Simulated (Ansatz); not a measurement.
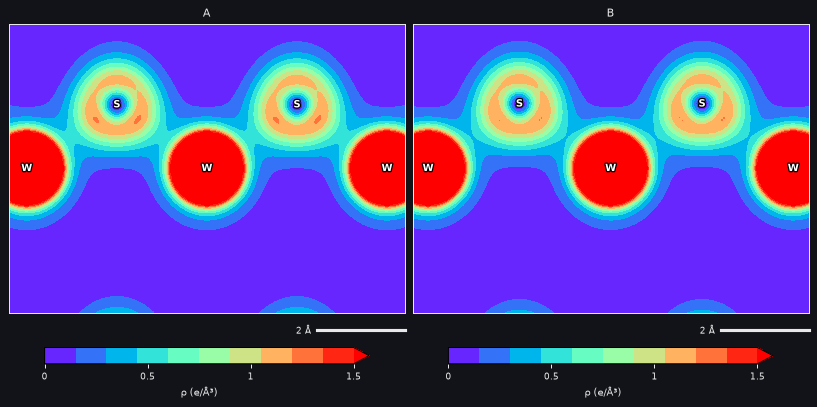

WS. The valence charge density (pseudo) of two cells that differ in size, on the (101̄) plane of each (indices in the axes of the calculation cell), at one length scale and on one colour scale: B has 25.9 Å³ an atom and A 24.9.

Space group F-43m; started from the zinc blende prototype, which need not be the ambient phase; spin-polarised.

The calculation used Ansatz, DFT r2SCAN+U, scalar-relativistic, plane waves, PAW.

In a PAW calculation such maps are meaningful between the atoms, not at the nuclei.

The larger cell:

```
W S
1.0
     0.00000    2.95947    2.95947
     2.95947    0.00000    2.95947
     2.95947    2.95947    0.00000
W S
1 1
Direct
  0.00000 0.00000 0.00000
  0.25000 0.25000 0.25000
```

The smaller cell: a = 4.129 Å, b = 4.129 Å, c = 4.129 Å, α = 60.00°, β = 60.00°, γ = 60.00°.

Question: What changes from the larger cell to the smaller?

Answer: From the larger cell to the smaller, W–S goes from 2.56 to 2.53 Å, and the density at its midpoint from 0.45 to 0.48 e/Å³; the pressure goes from 0.0 to 2.9 GPa.
